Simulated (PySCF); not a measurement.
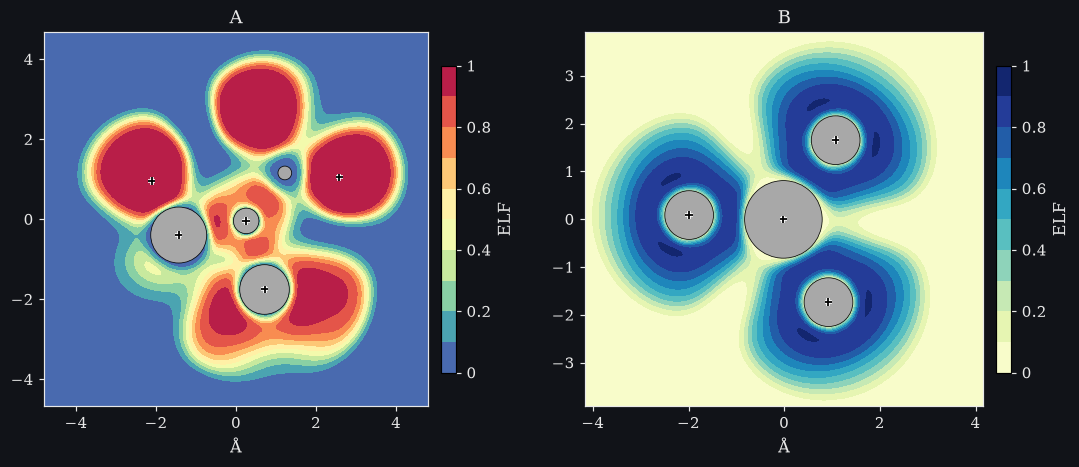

The ELF of 2 systems, each on a plane through atoms (crosses mark nuclei in the plane; grey discs cover the cores).

Theory: PBE0/def2-SVPD, SCF density, gas phase (PySCF 2.14.0).

System 1: AlCl$_{3}$ (aluminum chloride), the molecular plane. Geometry: GFN2-xTB, MD frame at 250 fs, 600 K.

```json
{"atom": "Cl", "x (Å)": "-1.8179", "y (Å)": "-1.0502", "z (Å)": "1.5062"}
{"atom": "Al", "x (Å)": "-0.5882", "y (Å)": "0.0869", "z (Å)": "0.4686"}
{"atom": "Cl", "x (Å)": "1.2532", "y (Å)": "-0.5804", "z (Å)": "0.1521"}
{"atom": "Cl", "x (Å)": "-1.1364", "y (Å)": "1.8732", "z (Å)": "-0.1630"}
```

System 2: H$_{7}$NPSi$_{2}$ (SMILES [SiH3]N([SiH3])[PH-]) (charge −1), the plane of atoms N2, Si3 and H9. Geometry: GFN2-xTB.

```xyz
11

Si   -1.3900   -0.9048   -0.0550
N    -0.0863    0.0773   -0.5199
Si    1.5562    0.2222   -0.0213
P    -0.2976    1.8369   -0.6713
H    -1.9256   -0.6850    1.3109
H    -0.9214   -2.3000   -0.1106
H    -2.4978   -0.6971   -0.9941
H     1.8407    0.9344    1.2378
H     1.9906   -1.1895    0.2888
H     2.3681    0.6428   -1.1647
H    -0.6315    2.0652    0.6732
```

### Which map belongs to which system?

Panel A is system 2, H$_{7}$NPSi$_{2}$: the plane holds N, Si, P and H. Si–N (1.72 Å): the ELF peaks at about 0.90 between the atoms (a shared but strongly polarised pair). Panel B is system 1, AlCl$_{3}$: the plane holds Cl and Al. Al–Cl (1.97 Å): the ELF peaks at about 0.85 in the valence shell of Cl, 0.8 Å from its nucleus, and is about 0.80 at the midpoint.
